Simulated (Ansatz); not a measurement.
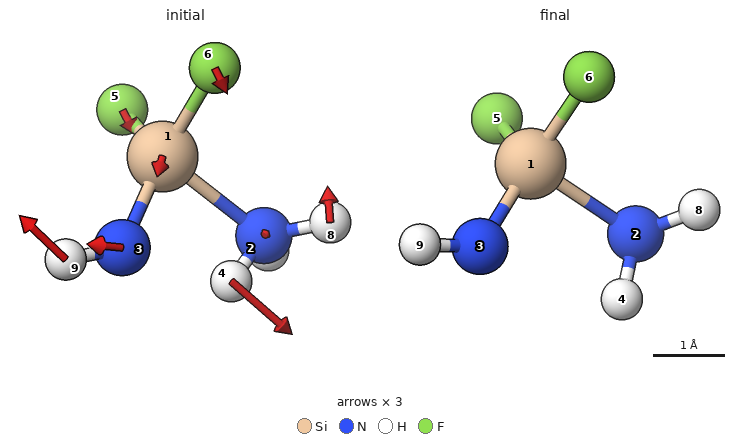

The structure of SiN2H4F2 (started from a transition state, displaced along its imaginary mode) before (left) and after (right) a relaxation, at one scale. The red arrows give the displacements, 3 times their true length.

The picture is a ball-and-stick view, seen at a tilt.

The calculation used RKS PBE0-D4/def2-TZVP in Ansatz.

Input file:
```yaml
crystal:
  periodic: [false, false, false]
  atoms:
    - {symbol: Si, position_ang: [-0.423409, -0.090173, 0.717325]}
    - {symbol: N, position_ang: [0.986797, 0.042481, -0.560644]}
    - {symbol: N, position_ang: [-1.421368, 0.135883, -0.497840]}
    - {symbol: H, position_ang: [0.280772, 0.161527, -1.149460]}
    - {symbol: F, position_ang: [-0.030392, 0.976535, 1.845311]}
    - {symbol: F, position_ang: [-0.134950, -1.470763, 1.475909]}
    - {symbol: H, position_ang: [1.608742, 0.846767, -0.505895]}
    - {symbol: H, position_ang: [1.538749, -0.791173, -0.753145]}
    - {symbol: H, position_ang: [-2.404841, 0.189016, -0.571561]}
basis:
  gaussian: {orbitals: def2-TZVP}
hamiltonian: {xc: pbe0, dispersion: d4}
relax: {f_tol: 0.005, max_steps: 200}
```

Command:
```bash
ansatz run in.yaml --threads 4 --pin off --events-out ev --progress --plain --max-ram 9574MiB
```

Q: What changed between the two?

A: The atom that moves furthest after the best rigid fit is H4 (0.40 Å). By element the largest moves are H 0.40 Å, N 0.20 Å, F 0.14 Å, Si 0.11 Å. Near-neighbour distances that change, for instance: N2–H4 0.927 → 1.020 Å, N3–H9 0.988 → 1.004 Å, Si1–N2 1.908 → 1.902 Å, Si1–N3 1.589 → 1.584 Å. Bond angles that change, for instance: Si1–N2–H4 82.6° → 100.8°, N2–Si1–N3 86.7° → 98.3°, N2–Si1–F5 104.1° → 97.7°. Over 9 geometry steps the energy falls by 11.9 kcal/mol. Largest force component: 5.1 eV/Å at the start, 0.0036 eV/Å at the end.
